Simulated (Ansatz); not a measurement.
The figure comes from a scan of Hf (hcp, Mg type): one Hf atom of a 2-atom cell moves by s towards the nearest neighbour, with its periodic images. The numbers are results of PBE (plane waves to 420 eV, PAW, scalar-relativistic; Ansatz, a first-principles code), not measurements. k mesh 13×13×8 (Γ-centred), Fermi-Dirac smearing 0.05 eV. With partly filled bands, energies and forces of such displacements shift with the k mesh and the smearing. F∥ is the force on the atom along that direction. Hf is run without spin polarisation. Hf was relaxed with its symmetry unable to fall. Spin-orbit coupling is left out, though Hf is heavy. 

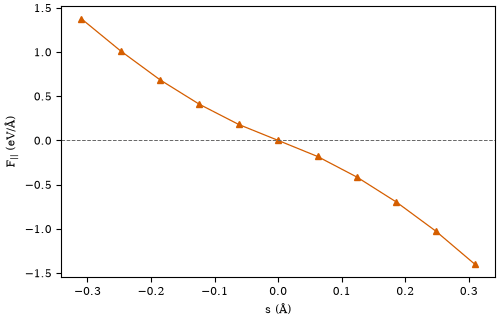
Figure. F∥ (eV/Å) against s (Å); computed points joined by lines.

Read the plotted values off the figure, to the accuracy that the plot allows.

To the nearest 0.05:

```tsv
s (Å)	F∥ (eV/Å)
-0.310	1.40
-0.248	1.00
-0.186	0.70
-0.124	0.40
-0.062	0.20
0.000	0.00
0.062	-0.20
0.124	-0.40
0.186	-0.70
0.248	-1.05
0.310	-1.40
```

(For displaced atoms, the force is minus the slope of the energy, and its curvature is a force constant, which sets phonon frequencies.)
